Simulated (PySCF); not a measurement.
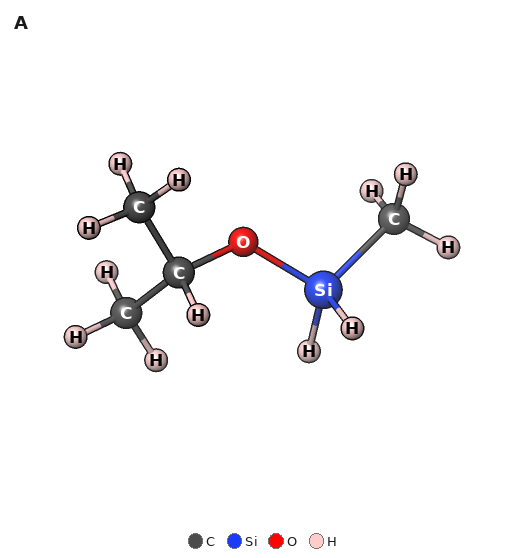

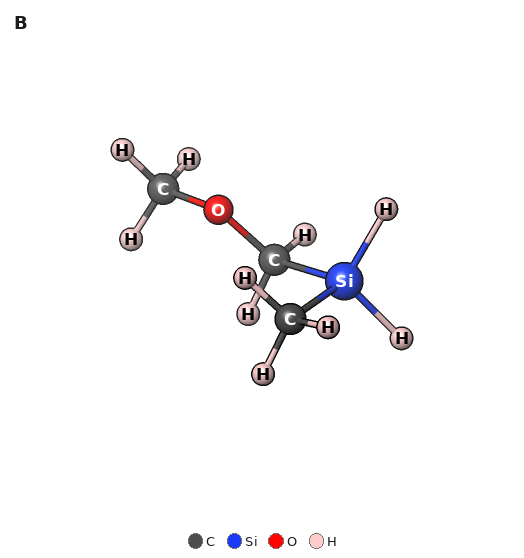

Two related species, optimised with PBE0-D3(BJ)/def2-SVP; properties computed with PySCF 2.14.0. Both: charge 0, singlet.

Question: Identify both.

Answer: A is C4H12OSi (C[SiH2]OC(C)C), B is C3H10OSi (COC[SiH2]C).

Compare them. With ωB97X-D/def2-SVPD: dipole moment (D), HOMO–LUMO gap (eV), HOMO energy (Kohn–Sham orbital) (eV), lowest vertical singlet excitation (eV), mean static polarisability (bohr³). With PBE0-D3(BJ)/def2-SVP: mean Si–C length (Å), mean Si–H length (Å).

| quantity | A | B |
| --- | --- | --- |
| dipole moment (D) | 0.38 | 1.22 |
| HOMO–LUMO gap (eV) | 12.04 | 11.78 |
| HOMO energy (Kohn–Sham orbital) (eV) | −9.74 | −9.51 |
| lowest vertical singlet excitation (eV) | 7.52 | 7.36 |
| mean static polarisability (bohr³) | 81.0 | 71.3 |
| mean Si–C length (Å) | 1.863 | 1.886 |
| mean Si–H length (Å) | 1.500 | 1.497 |

Each is one conformer, and no frequency run is at hand to confirm it as a minimum.
